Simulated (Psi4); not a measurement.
**BLYP/cc-pVDZ run of C2F4O (SMILES O=C(F)C(F)(F)F)**

Aim: the vertical ionisation energy of C2F4O at BLYP/cc-pVDZ, from 2 runs. 

Program for the calculation: Psi4 1.11.

## (1) The system as given

C2F4O: 7 atoms, total charge 0, spin state singlet. SMILES: `O=C(F)C(F)(F)F`. The coordinates come from a PBE0-D4/def2-TZVP relaxation.

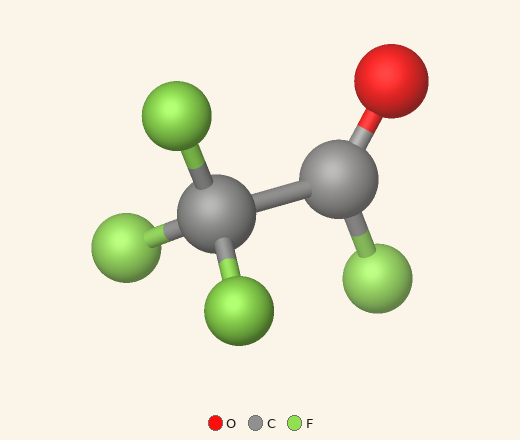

Viewed from a chosen angle; oxygen red, carbon grey, fluorine green.

## (2) Energy and forces at BLYP/cc-pVDZ

File c2f4o.xyz:

```xyz
7
C2F4O
O      1.061180    -1.396170     0.701140
C      0.088980    -0.798110     0.435150
F     -1.136840    -1.201010     0.739860
C      0.018150     0.551850    -0.306440
F     -0.697880     0.418270    -1.418740
F     -0.564330     1.461580     0.468830
F      1.230750     0.963590    -0.619810
```

File calc.py:

```python
import psi4

psi4.set_memory('2200 MB')
psi4.set_num_threads(1)
psi4.set_output_file('c2f4o.out', False)

with open('c2f4o.xyz') as f:
    atoms = ''.join(f.readlines()[2:])
molecule = psi4.geometry('0 1\n' + atoms + 'symmetry c1\nno_reorient\nno_com')

psi4.set_options({
    'basis': 'cc-pVDZ',
    'reference': 'rks',
    'puream': True,
    'e_convergence': 1e-09,
    'd_convergence': 1e-08,
    'scf_type': 'pk',
    'dft_radial_points': 99,
    'dft_spherical_points': 590,
})

e_tot, wfn = psi4.gradient('blyp', molecule=molecule, return_wfn=True)
psi4.oeprop(wfn, 'WIBERG_LOWDIN_INDICES', 'DIPOLE', 'QUADRUPOLE')
print('gradient / Eh bohr^-1')
print(e_tot.np.round(6))
print(f'energy = {wfn.energy():.10f} Eh')
```

Launch:

```bash
$ python calc.py
```

c2f4o.out, cut to the lines that bear on the results:

```text
[...]
  Running in c1 symmetry.
[...]
  Nuclear repulsion =  336.982269552340540
[...]
  Multiplicity = 1
[...]
  Nalpha       = 28
  Nbeta        = 28
[...]
    Number of basis functions: 98
[...]
   @RKS iter   1:  -550.58059870473949    6.45247e-02   7.48346e-03 ADIIS/DIIS
[...]
   @RKS iter  13:  -550.76669080560373   -2.61480e-12   1.97445e-09 DIIS
[...]
    Orbital Energies [Eh]
    ---------------------
    Doubly Occupied:
       1A    -24.361014     2A    -24.357184     3A    -24.356612
       4A    -24.356586     5A    -18.840546     6A    -10.186722
       7A    -10.110521     8A     -1.234361     9A     -1.174780
      10A     -1.144558    11A     -1.142783    12A     -1.014075
      13A     -0.693262    14A     -0.598962    15A     -0.554826
      16A     -0.550911    17A     -0.540606    18A     -0.465653
      19A     -0.448693    20A     -0.419836    21A     -0.416396
      22A     -0.413024    23A     -0.384174    24A     -0.380848
      25A     -0.358484    26A     -0.353673    27A     -0.348222
      28A     -0.280604
[...]
  @RKS Final Energy:  -550.76669080560373
   => Energetics <=
    Nuclear Repulsion Energy =            336.9822695523405400
    One-Electron Energy =               -1432.5117742441389055
    Two-Electron Energy =                 606.0623360562492508
    DFT Exchange-Correlation Energy =     -61.2995221700546224
    Empirical Dispersion Energy =           0.0000000000000000
    VV10 Nonlocal Energy =                  0.0000000000000000
    Total Energy =                       -550.7666908056037300
[...]
  -Total Gradient:
     Atom            X                  Y                   Z
    ------   -----------------  -----------------  -----------------
       1       -0.040291358229     0.025142546486    -0.011214188503
       2        0.009184512501    -0.025045133736     0.013243853544
       3        0.030309832059     0.010469702750    -0.007819070011
       4       -0.000371363773     0.017330171396    -0.009548963446
       5        0.016816953412     0.002917781611     0.025867508666
       6        0.013717006715    -0.021257724950    -0.017880179080
       7       -0.029393034355    -0.009539776666     0.007343838213
[...]
 Multipole Moments:
 ------------------------------------------------------------------------------------
     Multipole            Electronic (a.u.)      Nuclear  (a.u.)        Total (a.u.)
 ------------------------------------------------------------------------------------
 L = 1.  Multiply by 2.5417464519 to convert [e a0] to [Debye]
 Dipole X            :          2.3968377           -2.6125086           -0.2156709
 Dipole Y            :         -3.8746252            4.0344708            0.1598456
 Dipole Z            :          1.9804122           -2.0548126           -0.0744004
 Magnitude           :                                                    0.2785678
 L = 2.  Multiply by 1.3450342976 to convert [e a0^2] to [Debye ang]
 Quadrupole XX       :       -176.0624483          148.4570407          -27.6054076
 Quadrupole XY       :         -1.5645196            2.4729984            0.9084788
[...]
```

The script printed:

```text
gradient / Eh bohr^-1
[[-0.040291  0.025143 -0.011214]
 [ 0.009185 -0.025045  0.013244]
 [ 0.03031   0.01047  -0.007819]
 [-0.000371  0.01733  -0.009549]
 [ 0.016817  0.002918  0.025868]
 [ 0.013717 -0.021258 -0.01788 ]
 [-0.029393 -0.00954   0.007344]]
energy = -550.7666908056 Eh
```

Wall time 22 s (1 thread of Intel Xeon 6975P-C (Granite Rapids), shared host); peak memory 1.3 GiB.

## (3) The doublet cation

File c2f4o.inp:

```
memory 2200 MB

molecule m {
  1 2
  O      1.061180    -1.396170     0.701140
  C      0.088980    -0.798110     0.435150
  F     -1.136840    -1.201010     0.739860
  C      0.018150     0.551850    -0.306440
  F     -0.697880     0.418270    -1.418740
  F     -0.564330     1.461580     0.468830
  F      1.230750     0.963590    -0.619810
  symmetry c1
  no_reorient
  no_com
}

set basis cc-pVDZ
set reference uks
set puream true
set e_convergence 1e-09
set d_convergence 1e-08
set scf_type pk
set dft_radial_points 99
set dft_spherical_points 590
set maxiter 100

energy_value, wavefunction = gradient('blyp', return_wfn=True)
oeprop(wavefunction, 'MAYER_INDICES', 'LOWDIN_CHARGES', 'MULLIKEN_CHARGES', title='BLYP')
```

Launch:

```bash
$ psi4 -n 1 c2f4o.inp c2f4o.out
```

c2f4o.out, cut to the lines that bear on the results:

```text
[...]
  Running in c1 symmetry.
[...]
  Nuclear repulsion =  336.982269552340540
[...]
  Multiplicity = 2
[...]
  Nalpha       = 28
  Nbeta        = 27
[...]
    Number of basis functions: 98
[...]
   @UKS iter   1:  -550.21406135316408    4.31062e-01   5.82736e-03 ADIIS/DIIS
[...]
   @UKS iter  16:  -550.33467730404732   -5.68434e-13   4.47800e-09 DIIS
[...]
   @S^2 Observed:                7.525666071E-01
[...]
  @UKS Final Energy:  -550.33467730404732
   => Energetics <=
    Nuclear Repulsion Energy =            336.9822695523405400
    One-Electron Energy =               -1416.8383530122769116
    Two-Electron Energy =                 590.3350360123999963
    DFT Exchange-Correlation Energy =     -60.8136298565109215
    Empirical Dispersion Energy =           0.0000000000000000
    VV10 Nonlocal Energy =                  0.0000000000000000
    Total Energy =                       -550.3346773040473181
[...]
 Multipole Moments:
 ------------------------------------------------------------------------------------
     Multipole            Electronic (a.u.)      Nuclear  (a.u.)        Total (a.u.)
 ------------------------------------------------------------------------------------
 L = 1.  Multiply by 2.5417464519 to convert [e a0] to [Debye]
 Dipole X            :          2.6722577           -2.6125086            0.0597491
 Dipole Y            :         -4.6417872            4.0344708           -0.6073164
 Dipole Z            :          2.3864742           -2.0548126            0.3316616
 Magnitude           :                                                    0.6945521
[...]
  -Total Gradient:
     Atom            X                  Y                   Z
    ------   -----------------  -----------------  -----------------
       1       -0.056012085993     0.023254196195    -0.009123441421
       2        0.077720784190     0.021607633074    -0.017157808741
       3       -0.008935781317    -0.004066249156     0.002845252362
       4       -0.013317389328    -0.073446394396     0.041509801633
       5        0.009340974404     0.020642956245     0.004767996811
       6        0.007535616475     0.006441744787    -0.020930082965
       7       -0.016358470768     0.005584895209    -0.001919677227
[...]
```

Wall time 28 s (1 thread of Intel Xeon 6975P-C (Granite Rapids), shared host); peak memory 1.3 GiB.

## (4) Results

Level: BLYP/cc-pVDZ.

| quantity | value |
| --- | --- |
| singlet C2F4O: total energy | -550.76669 Eh |
| singlet C2F4O: dipole moment | 0.71 D |
| singlet C2F4O: HOMO energy | -7.64 eV |
| singlet C2F4O: LUMO energy | -2.27 eV |
| singlet C2F4O: HOMO–LUMO gap | 5.36 eV |
| singlet C2F4O: largest force on an atom | 2.509 eV/Å |
| doublet cation: total energy | -550.33468 Eh |
| doublet cation: HOMO energy (highest over α and β) | -16.40 eV |
| doublet cation: LUMO energy (lowest over α and β) | -15.70 eV |
| doublet cation: ⟨S²⟩ | 0.753 |
| doublet cation: largest force on an atom | 4.392 eV/Å |
| vertical ionisation energy (to the doublet cation) | 11.756 eV |

In words: Removing an electron at fixed nuclei costs 11.76 eV (271 kcal/mol). The largest force (singlet C2F4O) is 2.51 eV/Å: the shape isn't a stationary point for this species at this level. The negative HOMO energy of the first species, 7.64 eV, lies 4.12 eV below that difference.
